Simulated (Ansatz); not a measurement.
**(10,0) carbon nanotube bundle (120 atoms): geometry optimisation**

Wanted: the relaxed structure of (10,0) carbon nanotube bundle (120 atoms) and its electronic structure.

Main program and level: Ansatz 0.2.0; Kohn-Sham DFT, PBEsol, PAW (set soft_2), plane waves.

## 1. Set-up

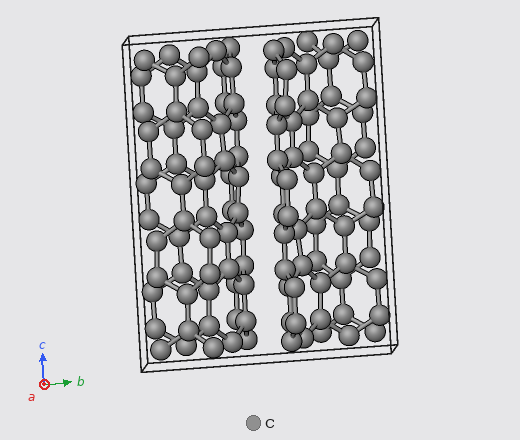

The starting structure, seen from the side, with the c axis up (carbon grey).

The cell holds 120 atoms: 120 C. Its edges and angles: a = 11.130 Å, b = 11.130 Å, c = 12.783 Å, α = 90.0°, β = 90.0°, γ = 120.0°. It derives from C (graphene). Graphene sheet (a = 2.46 Å) rolled into a (10,0) tube of diameter 7.83 Å, 3 periods, hexagonal bundle with 3.3 Å between walls; then minimised and run for 3 ps at 300 K (NVT) with a classical potential, last frame taken.

## 2. Single point at the start

A single point comes first, to see the forces before anything moves.

The input, input.yaml:

```yaml
crystal:
  lattice:
    - [11.13042, 0.0, 0.0]
    - [-5.56521, 9.63923, 0.0]
    - [0.0, 0.0, 12.78253]
  atoms:
    - { symbol: C, position: [0.38314, 0.04909, 0.11356] }
    - { symbol: C, position: [0.40771, 0.16868, 0.05638] }
    - { symbol: C, position: [0.38455, 0.26413, 0.10965] }
    - { symbol: C, position: [0.34312, 0.3518, 0.05445] }
    [... 110 atom lines left out ...]
    - { symbol: C, position: [0.21313, 0.79867, 0.77732] }
    - { symbol: C, position: [0.2971, 0.92251, 0.72296] }
    - { symbol: C, position: [0.09306, 0.71245, 0.94559] }
    - { symbol: C, position: [0.21524, 0.7967, 0.89125] }
    - { symbol: C, position: [0.31914, 0.9202, 0.94283] }
    - { symbol: C, position: [0.38299, 0.0507, 0.88597] }
kpoints:
  mp_grid: { grid: [2, 2, 1] }
hamiltonian:
  xc: pbesol
scf:
  occupations: { method: gaussian, width: 0.025 }
output:
  forces: true
  stress: true
  populations: true
  dos:
    method: { smearing: { sigma: 0.08 } }
    de: 0.1
    projected: { site_lists: { C: [C] } }
  eigenvalues: true
```

Run with:

```console
> ansatz run input.yaml --threads 4 --pin off --max-ram 8192MiB --backend cpu --events-out ev --progress --plain --runs-dir out
```

The job ended after 94 s (4 threads of Arm Neoverse V2, shared host; peak memory 5.2 GiB).

The program notes that it cut back its work space to fit the memory limit.

The run gave:

| Item | Value |
| --- | --- |
| free energy | -29580.5211 eV |
| free energy per atom | -246.5043 eV/atom |
| SCF cycles | 10 |
| pressure | 2.06 GPa |
| r.m.s. force component | 1.086 eV/Å |
| longest force | 3.566 eV/Å |
| Fermi energy | 4.502 eV |
| gap (highest filled to lowest empty level) | 0.2718 eV |
| spilling of the projection | 0.009489 |

The r.m.s. force component of 1.1 eV/Å and the pressure of 2.1 GPa set the starting point.

Length of the force by element:

| element | coordination | atoms | mean length of the force (eV/Å) | spread | least | most |
| --- | --- | --- | --- | --- | --- | --- |
| C | all | 120 | 1.74 | 0.721 | 0.109 | 3.57 |

## 3. Relaxation

The atoms are relaxed in the fixed cell, aiming at the force tolerance of the input.

input.yaml, the sections that differ from step 2:

```yaml
output:
  forces: true
relax:
  f_tol: 0.05
  max_steps: 113
# crystal, kpoints, hamiltonian, scf: as in step 2
```

Elapsed: 2.3 min, on 4 threads; peak memory 5.1 GiB.

Step by step:

| step | energy less that of the first step (eV) | largest force component (eV/Å) |
| --- | --- | --- |
| 1 | 0.0000 | 3.1428 |
| 2 | -4.2850 | 1.5317 |
| 3 | -4.9497 | 0.0927 |
| 4 | -4.9561 | 0.0137 |

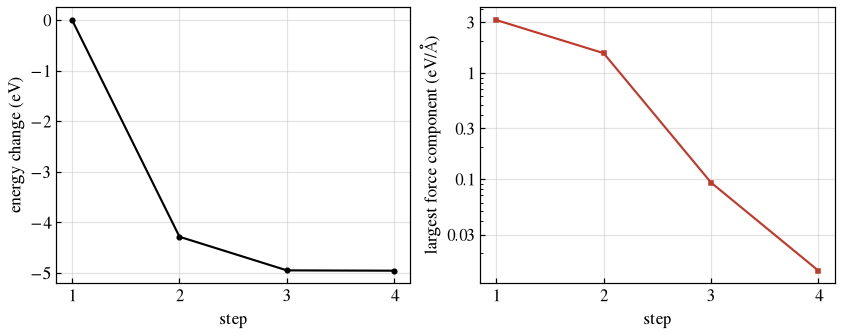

Energy and largest force along the relaxation.

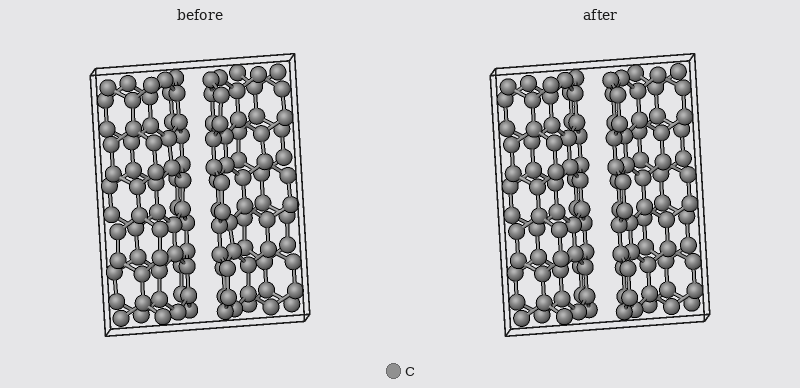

The structure before and after the relaxation, drawn at the same scale.

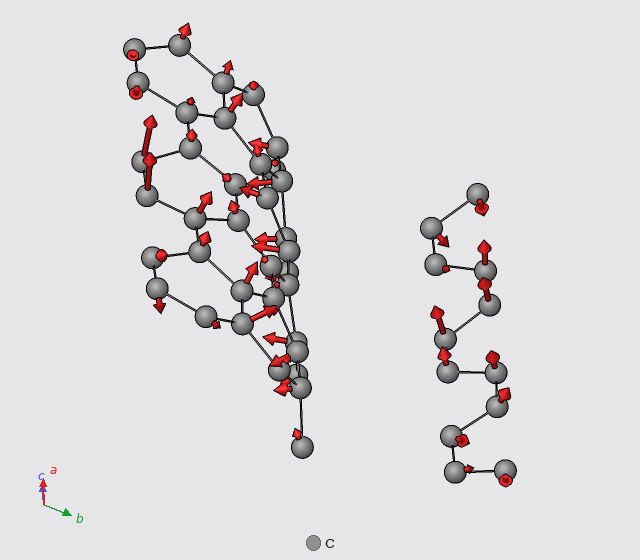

Displacements in the relaxation, exaggerated; the longest in the cell stands for 0.25 Å. Drawn is a stretch of 11 Å of the 13 Å that the cell measures along c and a slice 4 Å thick, seen at a slant to the bc plane.

The atoms that moved most (Å):

| atom | dx | dy | dz | length |
| --- | --- | --- | --- | --- |
| C80 | 0.242 | 0.043 | -0.013 | 0.246 |
| C41 | 0.233 | 0.017 | -0.024 | 0.235 |
| C65 | -0.187 | -0.092 | -0.008 | 0.209 |
| C78 | 0.177 | -0.039 | -0.021 | 0.182 |
| C114 | 0.072 | -0.163 | 0.021 | 0.179 |
| C79 | 0.166 | -0.024 | -0.045 | 0.174 |
| C59 | -0.156 | -0.047 | 0.044 | 0.169 |
| C116 | 0.148 | -0.003 | -0.008 | 0.149 |

The relaxation changed the energy by -41.3 meV/atom, and atoms moved by 0.089 Å r.m.s., 0.25 Å at most.

## 4. Structure statistics after relaxation

Bonds before and after, by the cutoffs listed below:

| pair | bonds before | bonds after | mean before (Å) | mean after (Å) | spread before (Å) | spread after (Å) |
| --- | --- | --- | --- | --- | --- | --- |
| C-C | 180 | 180 | 1.421 | 1.421 | 0.024 | 0.002 |

Density 1.75 g/cm³, 11.43 Å³ an atom.

Pair distribution function in bins of 0.2 Å:

| r (Å) | total |
| --- | --- |
| 1.40 | 6.70 |
| 1.60 | 0.00 |
| 1.80 | 0.00 |
| 2.00 | 0.00 |
| 2.20 | 0.00 |
| 2.40 | 4.51 |
| 2.60 | 0.00 |
| 2.80 | 1.71 |
| 3.00 | 0.00 |
| 3.20 | 0.00 |
| 3.40 | 0.27 |
| 3.60 | 0.86 |
| 3.80 | 1.61 |
| 4.00 | 0.49 |
| 4.20 | 1.99 |
| 4.40 | 0.31 |
| 4.60 | 0.96 |
| 4.80 | 0.91 |
| 5.00 | 1.70 |
| 5.20 | 0.64 |
| 5.40 | 0.81 |
| 5.60 | 1.01 |
| 5.80 | 0.58 |
| 6.00 | 1.12 |
| 6.20 | 1.38 |
| 6.40 | 0.85 |
| 6.60 | 1.45 |
| 6.80 | 0.60 |

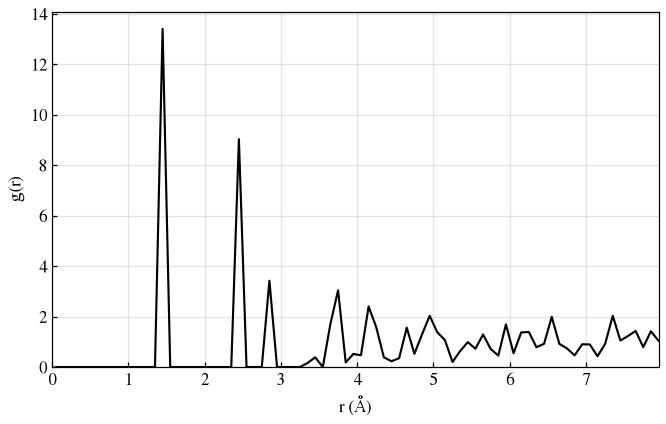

Pair distribution functions.

Bonds by pair of elements; cutoffs follow the first minimum of g(r), held within bounds set by covalent radii, and pairs that aren't listed don't count as bonded:

| pair A-B | cutoff (Å) | bonds | mean length (Å) | spread (Å) | shortest (Å) | B about A | A about B |
| --- | --- | --- | --- | --- | --- | --- | --- |
| C-C | 1.82 | 180 | 1.42 | 0.002 | 1.42 | 3 | 3 |

How many atoms have how many bonded neighbours:

| element | mean | 3 |
| --- | --- | --- |
| C | 3 | 120 |

Bond angles, per cent of each kind in bins of 5°:

| angle (°) | C-C-C |
| --- | --- |
| 115–120 | 100.0 |

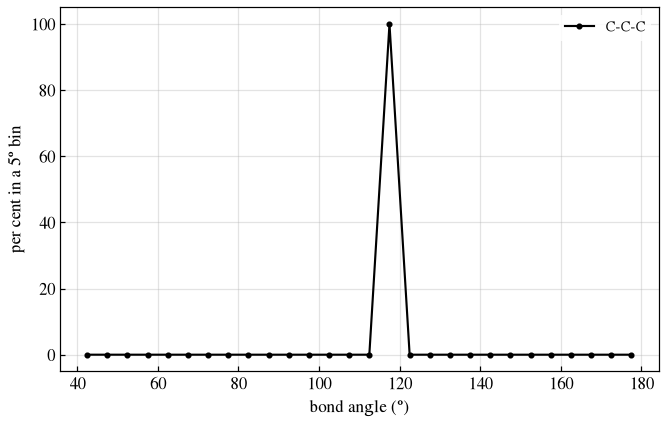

Distributions of the most common bond angles.

Bond angles (no mean is given where the spread exceeds 20°):

| angle | count | mean (°) | spread (°) |
| --- | --- | --- | --- |
| C-C-C | 360 | 119 | 0.9 |

Rings of the network by King's shortest-path rule, up to 12 atoms, one path for each pair of neighbours; H, halogens, alkali and alkaline-earth atoms are left out, and the last column divides by all other atoms, bonded or not:

| ring size (atoms) | rings | per network atom |
| --- | --- | --- |
| 6 | 60 | 0.5 |

By these cutoffs all C atoms have 3 bonded neighbours. The C-C-C angle averages 119° with a spread of 0.9°. All rings counted have 6 atoms.

## 5. Single point at the relaxed geometry

The electronic structure is read at the final geometry, in a run of its own.

The input, input.yaml:

```yaml
crystal:
  lattice:
    - [11.13042, 0.0, 0.0]
    - [-5.56521, 9.63923, 0.0]
    - [0.0, 0.0, 12.78253]
  atoms:
    - { symbol: C, position: [0.37701, 0.04992, 0.11098] }
    - { symbol: C, position: [0.40667, 0.17228, 0.05571] }
    - { symbol: C, position: [0.39607, 0.27717, 0.11095] }
    - { symbol: C, position: [0.34698, 0.35463, 0.05567] }
    [... 110 atom lines left out ...]
    - { symbol: C, position: [0.21283, 0.80204, 0.77762] }
    - { symbol: C, position: [0.31031, 0.92225, 0.72235] }
    - { symbol: C, position: [0.09422, 0.70194, 0.94431] }
    - { symbol: C, position: [0.21289, 0.80208, 0.88905] }
    - { symbol: C, position: [0.31047, 0.92228, 0.94429] }
    - { symbol: C, position: [0.3771, 0.04998, 0.88901] }
kpoints:
  mp_grid: { grid: [2, 2, 1] }
hamiltonian:
  xc: pbesol
scf:
  occupations: { method: gaussian, width: 0.025 }
output:
  forces: true
  stress: true
  populations: true
  dos:
    method: { smearing: { sigma: 0.15 } }
    de: 0.1
    projected: { site_lists: { C: [C] } }
  eigenvalues: true
  write_density: true
  write_potential: true
  volumetric_format: npy
  elf: true
```

Elapsed: 1.7 min, on 4 threads; peak memory 5.2 GiB.

The program notes that the exchange-correlation potential is rough where the density is thin.

The run gave:

```
free energy                                      : -29585.4772 eV
free energy per atom                             : -246.5456 eV/atom
SCF cycles                                       : 9
pressure                                         : 1.136 GPa
r.m.s. force component                           : 0.00465 eV/Å
longest force                                    : 0.01677 eV/Å
Fermi energy                                     : 4.536 eV
gap (highest filled to lowest empty level) : 0.2788 eV
spilling of the projection                       : 0.009446
```

The mean of these charges, 0.038 e, is only the charge that the projection spills.

Löwdin charges by element (they lack the spilled electrons, 0.038 e an atom on average):

| element | coordination | atoms | mean charge (e) | spread | least | most |
| --- | --- | --- | --- | --- | --- | --- |
| C | all | 120 | 0.0378 | 0.001 | 0.0365 | 0.0395 |

Density of states as counts of states in windows of 1 eV (from the Fermi level), total and the larger projections:

| from (eV) | to (eV) | total | C p | C s |
| --- | --- | --- | --- | --- |
| -10 | -9 | 33.9 | 26.1 | 7.5 |
| -9 | -8 | 23.2 | 20.7 | 2.2 |
| -8 | -7 | 49.8 | 45.8 | 3.4 |
| -7 | -6 | 39.2 | 38.0 | 0.8 |
| -6 | -5 | 42.2 | 39.9 | 2.0 |
| -5 | -4 | 39.0 | 38.3 | 0.5 |
| -4 | -3 | 28.2 | 27.9 | 0.2 |
| -3 | -2 | 25.9 | 25.7 | 0.1 |
| -2 | -1 | 8.8 | 8.7 | 0.0 |
| -1 | 0 | 6.5 | 6.4 | 0.0 |
| 0 | 1 | 14.2 | 13.6 | 0.3 |
| 1 | 2 | 15.5 | 14.8 | 0.1 |
| 2 | 3 | 15.1 | 14.0 | 0.2 |
| 3 | 4 | 33.0 | 26.7 | 1.3 |
| 4 | 5 | 12.3 | 4.4 | 0.0 |

Between -21 and -10 eV lie 184 more states.

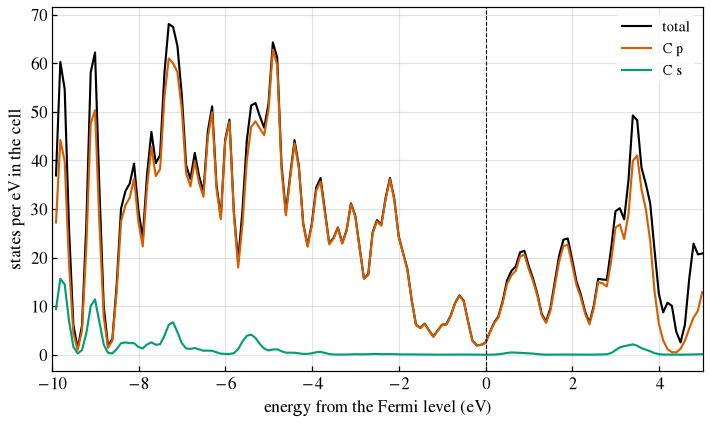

Total and projected density of states, with the broadening of the input.

The levels nearest the highest filled one (over half full), pooled over k-points and spins:

| level less the highest filled one (eV) | occupation |
| --- | --- |
| -0.447 | 2 |
| -0.418 | 2 |
| -0.327 | 2 |
| -0.322 | 2 |
| -0.313 | 2 |
| 0 | 2 |
| 0.279 | 0 |
| 0.303 | 0 |
| 0.350 | 0 |
| 0.475 | 0 |
| 0.533 | 0 |
| 0.572 | 0 |

Löwdin charges run from +0.04 to +0.04 e, about a mean that is the spilled charge alone. Within 0.4 eV of the Fermi level the largest share is C p (99 % of the projected weight).

## 6. Results

* energy change in the relaxation: -41.3 meV/atom
* r.m.s. displacement: 0.089 Å
* largest displacement: 0.246 Å
* free energy per atom: -246.5456 eV/atom
* density: 1.745 g/cm³
* pressure: 1.136 GPa
* r.m.s. force component: 0.00465 eV/Å
* gap (highest filled to lowest empty level): 0.2788 eV
* wall time of the 3 DFT runs: 5.5 min

**Reading.** Relaxation lowers the energy by 41.3 meV/atom and moves atoms by 0.089 Å r.m.s.; the r.m.s. force component goes from 1.1 to 0.0046 eV/Å, the pressure goes from 2.1 to 1.1 GPa. By the final cutoffs no bond was broken or made. First to last step the energy falls by 4.956 eV; the largest move, 0.25 Å, is that of C80. The C-C bonds go from 1.421 Å (spread 0.024) to 1.421 Å (spread 0.002). By these cutoffs all C atoms have 3 bonded neighbours. Between filled and empty levels lie 0.279 eV on the run's k-points; the mesh holds the band edges only if they fold onto it, so the gap at this level can be narrower or closed, while semilocal functionals tend to narrow gaps against experiment.

[Logs are printed without paths, hosts, clocks, repeated set-up lines and the standing remarks that a program may print on its own settings, such as how far it seeks lower states.]

[Hosts, paths, dates, database ids (printed as entryN), source tags and the programs' standing remarks are cut or masked in the printed files.]
